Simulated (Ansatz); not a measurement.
# SnH+ (singlet): wave-function methods side by side, def2-TZVPP

Aim: climb from Hartree-Fock through coupled cluster and multireference methods for SnH+ (singlet) at one geometry and basis, and see what each rung misses.

The runs use Ansatz 0.2.0, Gaussian basis; def2-TZVPP, core rule «outside noble gas», up to 9 orbitals frozen.

Plan: UHF; CCSD(T) on RHF; BCCD(T) on RHF; CISD; CCSDT(Q) on RHF; CASSCF and MRCISD+Q, 4 electrons in 5 orbitals; CASSCF and NEVPT2, 4 electrons in 5 orbitals; Full CI; Full CI, several states.

5 further runs of the same task are left out: 3 that didn't finish, 2 set aside as unsound or not needed.

## (1) What is computed

The geometry is a PBE0/def2-TZVP stationary point (not a proven minimum). No spin-orbit coupling is included. Elements past krypton take def2 core potentials.

2 atoms, charge 1, spin multiplicity 1.

Atoms are counted from 1 here; the program's logs count them from 0.

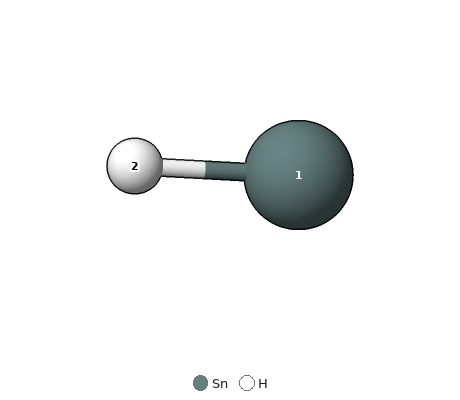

The geometry (tin teal, hydrogen white); atoms are numbered from 1 in the order of the file.

In the tables R marks a restricted determinant and U an unrestricted one; 'valence' is the active space of 4 electrons in 5 orbitals; energies count from the table's Hartree-Fock row.

## (2) UHF

in.yaml reads:

```yaml
crystal:
  periodic: [false, false, false]
  atoms:
    - {symbol: Sn, position_ang: [0.000000, 0.000000, 0.000000]}
    - {symbol: H, position_ang: [0.000000, 0.000000, 1.760200]}
basis:
  gaussian: {orbitals: def2-TZVPP}
total_charge: 1
magnetization: {spin_polarized: true, initial_magnetization: 0}
hamiltonian: {xc: hf}
output: {orbitals: {seedname: orbitals}}
```

Launch:

```sh
$ ansatz run in.yaml --threads 1 --pin off --events-out ev --progress --plain --max-ram 2393MiB
```

Output:

```text
Functional definition: HF
  name "HF"
  cite "Fock, Z. Phys. 61, 126 (1930) doi:10.1007/BF01340294"
  parent pbe
  exchange = exact_x
  correlation = 0
587 factors; their error is unknown
mean field evaluation 1: about -5813.0937 eV, gradient 7.4e0 eV
mean field evaluation 2: about -5813.4978 eV, gradient 2.9e0 eV
mean field evaluation 4: about -5813.5328 eV, gradient 1.5e-1 eV
mean field evaluation 8: about -5813.8758 eV, gradient 7.5e-2 eV
mean field evaluation 16: about -5813.8758 eV, gradient 8.1e-6 eV
mean field evaluation 32: about -5805.0165 eV, gradient 1.0e1 eV
mean field -5813.87583619 eV, -213.6559961934 hartree, gradient 7.2e-6 eV, S^2 0.000000; 0 other end points of the search recorded, 0 dependent functions left out
reference -5813.87583619 eV, -213.6559961934 hartree; 11, 11 occupied and 53, 53 virtual orbitals, 587 factors
Total energy: -5813.87583619 eV, -213.6559961934 hartree
```

It took 1.2 s on 1 thread of Arm Neoverse V2, shared host.

From the report: ⟨S²⟩ of the determinant 0.000 (pure singlet: 0.00).

The unrestricted search falls back on the restricted solution.

## (3) CCSD(T) on RHF

in.yaml: that of step 2 with these lines changed.

```diff
@@ -8,4 +8,4 @@
 total_charge: 1
-magnetization: {spin_polarized: true, initial_magnetization: 0}
-hamiltonian: {xc: hf}
-output: {orbitals: {seedname: orbitals}}
+magnetization: {spin_polarized: false}
+correlation: {method: ccsd_t, electrons: outside_noble_gas}
+output: {forces: true}
```

The command is unchanged.

Output, cut to the lines that bear on the results:

```text
Functional definition: HF
  name "HF"
  cite "Fock, Z. Phys. 61, 126 (1930) doi:10.1007/BF01340294"
  parent pbe
[...]
553 factors; integrals over basis functions are off by at most 1.3e-3 eV
[...]
mean field -5813.87600207 eV, -213.6560022894 hartree, gradient 4.0e-6 eV, S^2 0.000000; 1 other end points of the search recorded, 0 dependent functions left out
9 core orbitals not correlated: weight in the atoms' cores, before any rotation towards them, 0.999 or more for the frozen orbitals, at most 0.000 for the correlated occupied ones
reference -5813.87600207 eV, -213.6560022894 hartree; 2, 2 occupied and 53, 53 virtual orbitals, 553 factors
second order -1.59651632 eV of doubles, -0.00000000 eV of singles
cycle   1  -1.91242029 eV  change   -3.2e-1 eV  update   5.5e-2
[...]
cycle   9  -2.08342480 eV  change    3.2e-6 eV  update   2.2e-6
perturbative correction -0.03100501 eV, -0.0011394132 hartree
[...]
Total energy: -5815.99043188 eV, -213.7337061517 hartree
Atom 0 at     0.000000     0.000000     0.000000 Å, force     0.000000    -0.000000    -0.058311 eV/Å
Atom 1 at     0.000000     0.000000     1.760200 Å, force    -0.000000    -0.000000     0.058311 eV/Å
Dipole moment:    -0.000000     0.000000    -0.001032 e Å
```

It took 2 s on 1 thread of Arm Neoverse V2, shared host.

From the report: correlation -2.1144 eV; T1 0.010; largest double amplitude 0.07.

## (4) BCCD(T) on RHF

in.yaml: that of step 3 with these lines changed.

```diff
@@ -9,3 +9,2 @@
 magnetization: {spin_polarized: false}
-correlation: {method: ccsd_t, electrons: outside_noble_gas}
-output: {forces: true}
+correlation: {method: bccd_t, electrons: outside_noble_gas}
```

Launched as before.

Output, cut to the lines that bear on the results:

```text
Functional definition: HF
  name "HF"
  cite "Fock, Z. Phys. 61, 126 (1930) doi:10.1007/BF01340294"
  parent pbe
[...]
553 factors; integrals over basis functions are off by at most 1.3e-3 eV
[...]
mean field -5813.87600207 eV, -213.6560022894 hartree, gradient 4.0e-6 eV, S^2 0.000000; 1 other end points of the search recorded, 0 dependent functions left out
9 core orbitals not correlated: weight in the atoms' cores, before any rotation towards them, 0.999 or more for the frozen orbitals, at most 0.000 for the correlated occupied ones
reference -5813.87600207 eV, -213.6560022894 hartree; 2, 2 occupied and 53, 53 virtual orbitals, 553 factors
second order -1.59651632 eV of doubles, -0.00000000 eV of singles
cycle   1  -1.91509984 eV  change   -3.2e-1 eV  update   5.5e-2
[...]
cycle   9  -2.08264609 eV  change    3.6e-6 eV  update   2.5e-6
perturbative correction -0.03185081 eV, -0.0011704955 hartree
Total energy: -5815.99049896 eV, -213.7337086170 hartree
```

It took 0.96 s on 1 thread of Arm Neoverse V2, shared host.

From the report: correlation -2.1145 eV; largest double amplitude 0.07.

## (5) CISD

in.yaml: that of step 4 with these lines changed.

```diff
@@ -8,3 +8,2 @@
 total_charge: 1
-magnetization: {spin_polarized: false}
-correlation: {method: bccd_t, electrons: outside_noble_gas}
+correlation: {active_space: {ras: {orbitals: [2, 0, 53], electrons: 4, max_holes: 2, max_particles: 2}, fixed_orbitals: true}}
```

Same command.

Output:

```text
Functional definition: HF
  name "HF"
  cite "Fock, Z. Phys. 61, 126 (1930) doi:10.1007/BF01340294"
  parent pbe
  exchange = exact_x
  correlation = 0
553 factors; integrals over basis functions are off by at most 1.3e-3 eV
mean field evaluation 1: about -5813.4393 eV, gradient 1.0e1 eV
mean field evaluation 2: about -5813.4390 eV, gradient 1.0e1 eV
mean field evaluation 4: about -5813.8712 eV, gradient 8.7e-1 eV
mean field evaluation 8: about -5813.8760 eV, gradient 7.6e-4 eV
mean field -5813.87600207 eV, -213.6560022894 hartree, gradient 4.0e-6 eV, S^2 0.000000; 0 other end points of the search recorded, 0 dependent functions left out
reference -5813.87600207 eV, -213.6560022894 hartree; 11, 11 occupied and 53, 53 virtual orbitals, 553 factors
state -5815.91033681 eV, -213.7307627122 hartree
Total energy: -5815.91033681 eV, -213.7307627122 hartree
```

Wall time 1.4 s (1 thread of Arm Neoverse V2, shared host).

From the report: 4,271 determinants.

## (6) CCSDT(Q) on RHF

in.yaml: that of step 5 with these lines changed.

```diff
@@ -8,2 +8,3 @@
 total_charge: 1
-correlation: {active_space: {ras: {orbitals: [2, 0, 53], electrons: 4, max_holes: 2, max_particles: 2}, fixed_orbitals: true}}
+magnetization: {spin_polarized: false}
+correlation: {method: ccsdt_q, electrons: outside_noble_gas}
```

The command is unchanged.

Output, cut to the lines that bear on the results:

```text
Functional definition: HF
  name "HF"
  cite "Fock, Z. Phys. 61, 126 (1930) doi:10.1007/BF01340294"
  parent pbe
[...]
960 factors; integrals over basis functions are off by at most 2.2e-7 eV
[...]
mean field -5813.87600329 eV, -213.6560023344 hartree, gradient 4.8e-6 eV, S^2 0.000000; 1 other end points of the search recorded, 0 dependent functions left out
9 core orbitals not correlated: weight in the atoms' cores, before any rotation towards them, 0.999 or more for the frozen orbitals, at most 0.000 for the correlated occupied ones
reference -5813.87600329 eV, -213.6560023344 hartree; 2, 2 occupied and 53, 53 virtual orbitals, 960 factors
second order -1.59652496 eV of doubles, -0.00000000 eV of singles
cycle   1  -1.91241872 eV  change   -3.2e-1 eV  update   5.7e-2
[...]
cycle  11  -2.12179118 eV  change    4.2e-7 eV  update   4.4e-7
perturbative correction -0.00097525 eV, -0.0000358398 hartree
Total energy: -5815.99876972 eV, -213.7340125617 hartree
```

Run time: 3.9 s. Hardware: 1 thread of Arm Neoverse V2, shared host.

From the report: correlation -2.1228 eV; T1 0.011; largest double amplitude 0.08.

## (7) CASSCF and MRCISD+Q, 4 electrons in 5 orbitals

in.yaml: that of step 6 with these lines changed.

```diff
@@ -8,3 +8,2 @@
 total_charge: 1
-magnetization: {spin_polarized: false}
-correlation: {method: ccsdt_q, electrons: outside_noble_gas}
+correlation: {method: fic_mrcisd_q, electrons: outside_noble_gas, active_space: {window: {electrons: 4, orbitals: 5}, shells: [{species: H, l: s, shell: 1}, {species: Sn, l: s, shell: 5}, {species: Sn, l: p, shell: 5}]}}
```

Same command.

Output, cut to the lines that bear on the results:

```text
Functional definition: HF
  name "HF"
  cite "Fock, Z. Phys. 61, 126 (1930) doi:10.1007/BF01340294"
  parent pbe
[...]
960 factors; integrals over basis functions are off by at most 2.2e-7 eV
[...]
mean field -5813.87600329 eV, -213.6560023344 hartree, gradient 4.8e-6 eV, S^2 0.000000; 0 other end points of the search recorded, 0 dependent functions left out
reference -5813.87600329 eV, -213.6560023344 hartree; 11, 11 occupied and 53, 53 virtual orbitals, 960 factors
state -5815.05031852 eV, -213.6991576228 hartree
contracted CI cycle   1: correlation 0.00000000 eV, 0.0000000000 hartree, residual 7.68e0 eV
contracted CI cycle   2: correlation -0.86974048 eV, -0.0319623731 hartree, residual 1.98e0 eV
contracted CI cycle   3: correlation -0.92288674 eV, -0.0339154623 hartree, residual 5.32e-1 eV
contracted CI cycle   4: correlation -0.92648448 eV, -0.0340476766 hartree, residual 1.64e-1 eV
contracted CI cycle   5: correlation -0.92679145 eV, -0.0340589574 hartree, residual 4.39e-2 eV
contracted CI cycle   6: correlation -0.92681660 eV, -0.0340598819 hartree, residual 1.23e-2 eV
contracted CI cycle   7: correlation -0.92681866 eV, -0.0340599576 hartree, residual 3.56e-3 eV
contracted CI cycle   8: correlation -0.92681882 eV, -0.0340599635 hartree, residual 1.01e-3 eV
contracted CI cycle   9: correlation -0.92681884 eV, -0.0340599640 hartree, residual 2.81e-4 eV
state -5815.05031852 eV, -213.6991576228 hartree; corrected -5815.99689363 eV, -213.7339436165 hartree
Total energy: -5815.99689363 eV, -213.7339436165 hartree
Checks for a lower state left out: starts, orbital_swaps
```

Wall time 2.2 s (1 thread of Arm Neoverse V2, shared host).

From the report: 28 determinants; active occupations 1.97, 1.91, 0.04, 0.04, 0.03.

## (8) CASSCF and NEVPT2, 4 electrons in 5 orbitals

in.yaml reads:

```yaml
crystal:
  periodic: [false, false, false]
  atoms:
    - {symbol: Sn, position_ang: [0.000000, 0.000000, 0.000000]}
    - {symbol: H, position_ang: [0.000000, 0.000000, 1.760200]}
basis:
  gaussian: {orbitals: def2-TZVPP}
total_charge: 1
correlation: {method: sc_nevpt2, electrons: outside_noble_gas, active_space: {window: {electrons: 4, orbitals: 5}, shells: [{species: H, l: s, shell: 1}, {species: Sn, l: s, shell: 5}, {species: Sn, l: p, shell: 5}]}}
```

The command is unchanged.

Output:

```text
Functional definition: HF
  name "HF"
  cite "Fock, Z. Phys. 61, 126 (1930) doi:10.1007/BF01340294"
  parent pbe
  exchange = exact_x
  correlation = 0
960 factors; integrals over basis functions are off by at most 2.2e-7 eV
mean field evaluation 1: about -5813.4388 eV, gradient 1.0e1 eV
mean field evaluation 2: about -5813.4389 eV, gradient 1.0e1 eV
mean field evaluation 4: about -5813.8714 eV, gradient 8.7e-1 eV
mean field evaluation 8: about -5813.8760 eV, gradient 7.3e-4 eV
mean field -5813.87600329 eV, -213.6560023344 hartree, gradient 4.8e-6 eV, S^2 0.000000; 0 other end points of the search recorded, 0 dependent functions left out
reference -5813.87600329 eV, -213.6560023344 hartree; 11, 11 occupied and 53, 53 virtual orbitals, 960 factors
state -5815.05031852 eV, -213.6991576228 hartree
state -5815.05031852 eV, -213.6991576228 hartree; corrected -5815.71139431 eV, -213.7234517101 hartree
Total energy: -5815.71139431 eV, -213.7234517101 hartree
Checks for a lower state left out: starts, orbital_swaps
```

It took 1.7 s on 1 thread of Arm Neoverse V2, shared host.

From the report: 28 determinants; active occupations 1.97, 1.91, 0.04, 0.04, 0.03.

## (9) Full CI

in.yaml reads:

```yaml
crystal:
  periodic: [false, false, false]
  atoms:
    - {symbol: Sn, position_ang: [0.000000, 0.000000, 0.000000]}
    - {symbol: H, position_ang: [0.000000, 0.000000, 1.760200]}
basis:
  gaussian: {orbitals: def2-TZVPP}
total_charge: 1
correlation: {method: fci, electrons: outside_noble_gas}
```

Launched as before.

Output:

```text
Functional definition: HF
  name "HF"
  cite "Fock, Z. Phys. 61, 126 (1930) doi:10.1007/BF01340294"
  parent pbe
  exchange = exact_x
  correlation = 0
960 factors; integrals over basis functions are off by at most 2.2e-7 eV
mean field evaluation 1: about -5813.4388 eV, gradient 1.0e1 eV
mean field evaluation 2: about -5813.4389 eV, gradient 1.0e1 eV
mean field evaluation 4: about -5813.8714 eV, gradient 8.7e-1 eV
mean field evaluation 8: about -5813.8760 eV, gradient 7.3e-4 eV
mean field -5813.87600329 eV, -213.6560023344 hartree, gradient 4.8e-6 eV, S^2 0.000000; 0 other end points of the search recorded, 0 dependent functions left out
9 core orbitals not correlated: weight in the atoms' cores, before any rotation towards them, 0.999 or more for the frozen orbitals, at most 0.000 for the correlated occupied ones
reference -5813.87600329 eV, -213.6560023344 hartree; 2, 2 occupied and 53, 53 virtual orbitals, 960 factors
state -5815.99902651 eV, -213.7340219986 hartree
Total energy: -5815.99902651 eV, -213.7340219986 hartree
```

Run time: 3.8 s. Hardware: 1 thread of Arm Neoverse V2, shared host.

From the report: 563,143 determinants, symmetry A1.

## (10) Full CI, several states

in.yaml: that of step 9 with these lines changed.

```diff
@@ -8,2 +8,2 @@
 total_charge: 1
-correlation: {method: fci, electrons: outside_noble_gas}
+correlation: {active_space: {window: {electrons: 4, orbitals: 55}, states: [{multiplicity: 1, weights: [1, 1, 1, 1]}, {multiplicity: 3, weights: [1, 1]}], fixed_orbitals: true}}
```

Same command.

Output:

```text
Functional definition: HF
  name "HF"
  cite "Fock, Z. Phys. 61, 126 (1930) doi:10.1007/BF01340294"
  parent pbe
  exchange = exact_x
  correlation = 0
960 factors; integrals over basis functions are off by at most 2.2e-7 eV
mean field evaluation 1: about -5813.4388 eV, gradient 1.0e1 eV
mean field evaluation 2: about -5813.4389 eV, gradient 1.0e1 eV
mean field evaluation 4: about -5813.8714 eV, gradient 8.7e-1 eV
mean field evaluation 8: about -5813.8760 eV, gradient 7.3e-4 eV
mean field -5813.87600329 eV, -213.6560023344 hartree, gradient 4.8e-6 eV, S^2 0.000000; 0 other end points of the search recorded, 0 dependent functions left out
reference -5813.87600329 eV, -213.6560023344 hartree; 11, 11 occupied and 53, 53 virtual orbitals, 960 factors
state -5815.99902651 eV, -213.7340219986 hartree
state -5812.85953296 eV, -213.6186477386 hartree
state -5812.85953295 eV, -213.6186477383 hartree
state -5808.70306563 eV, -213.4659003815 hartree
state -5813.67872662 eV, -213.6487525503 hartree
state -5813.67872662 eV, -213.6487525503 hartree
Total energy: -5812.96310188 eV, -213.6224538263 hartree
```

Wall time 17 s (1 thread of Arm Neoverse V2, shared host); peak memory 0.26 GiB.

The states of this run, from its report:

```csv
state,spin,symmetry,above the lowest (eV)
1,singlet,A1,0.000
2,triplet,B1,2.320
3,triplet,B2,2.320
4,singlet,B1,3.139
5,singlet,B2,3.139
6,singlet,A1,7.296
```

## (11) Natural occupations

Natural occupations of the FCI state about the gap (report; correlated orbitals 1 to 10): 1.949, 1.908, 0.036, 0.036, 0.036, 0.008, 0.008, 0.005, 0.004, 0.002. The count of effectively unpaired electrons, Σ n²(2 − n)², is 0.06; a single determinant of this spin has 0.

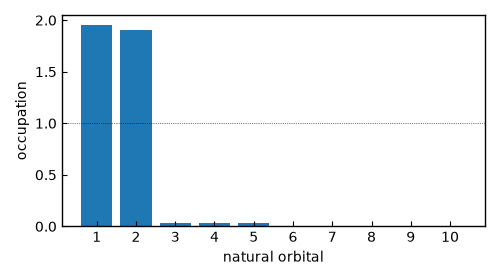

Natural occupations of the FCI state.

## (12) All levels against the top one

The yardstick is full CI for this spin, exact in this basis with these frozen cores. Rows without a time come out of other runs: HF, MP2 and CCSD of CCSD(T), CCSDT of CCSDT(Q), CASSCF and MRCISD of the multireference runs. The times of RCCSD(T) include forces.

Differences are taken before rounding.

```csv
method,energy from the lowest RHF (kJ/mol),from FCI (kJ/mol),time
RHF,0.0,+204.8,
RMP2,-154.0,+50.8,
CISD,-196.3,+8.6,1.4 s
RCCSD,-201.0,+3.8,
RCCSD(T),-204.0,+0.8,2 s
BCCD(T),-204.0,+0.8,0.96 s
RCCSDT,-204.7,+0.1,
RCCSDT(Q),-204.8,0.0,3.9 s
CASSCF valence,-113.3,+91.5,
NEVPT2 valence,-177.1,+27.8,1.7 s
MRCISD valence,-202.7,+2.1,
MRCISD+Q valence,-204.6,+0.2,2.2 s
FCI,-204.8,0,3.8 s
```

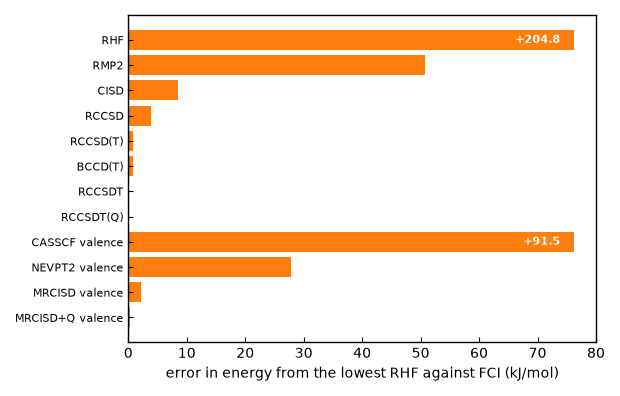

Deviations from FCI, method by method. Bars with a number in them are cut short.

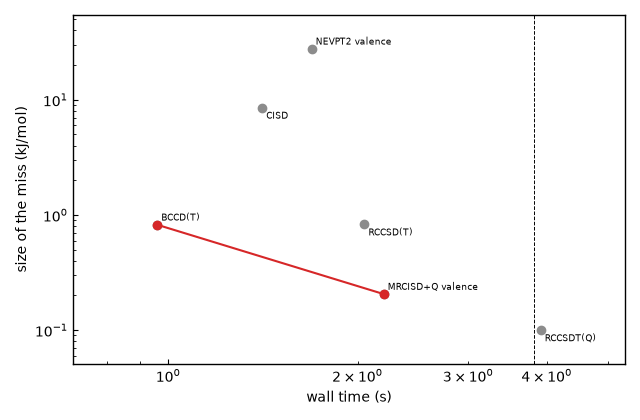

Miss against cost. Red marks the levels that no quicker level drawn beats (of those quicker than the yardstick), and the dashed line is the time of FCI. Misses under 0.1 kJ/mol are drawn at that value. Times are from a shared host.

## (13) Summary of results

| quantity | value |
| --- | --- |
| FCI below the RHF energy | -2.1230 eV |
| RMP2 from FCI | +50.8 kJ/mol |
| RCCSD from FCI | +3.8 kJ/mol |
| RCCSD(T) from FCI | +0.8 kJ/mol |
| RCCSDT(Q) from FCI | 0.0 kJ/mol |
| NEVPT2 valence from FCI | +27.8 kJ/mol |
| MRCISD+Q valence from FCI | +0.2 kJ/mol |
| levels within 1 kcal/mol (43 meV) | RCCSD, RCCSD(T), BCCD(T), RCCSDT, RCCSDT(Q), MRCISD valence, MRCISD+Q valence |
| T1 diagnostic | 0.010 |
| effectively unpaired electrons | 0.06 |

RCCSD(T) misses by +0.8 kJ/mol, 0.4 % of the correlation energy. One determinant dominates. Of the multireference levels listed MRCISD+Q valence comes nearest in total energy (+0.2 kJ/mol), which doesn't show that its space is the better one. The next state among those solved, a triplet, lies 2.32 eV up. These misses are within one basis, not against nature.

MRCISD+Q valence reaches 0.2 kJ/mol from the reference in 2.2 s, where FCI took 3.8 s; the quickest level in the cost chart, BCCD(T), takes 0.96 s and misses by 0.8 kJ/mol.
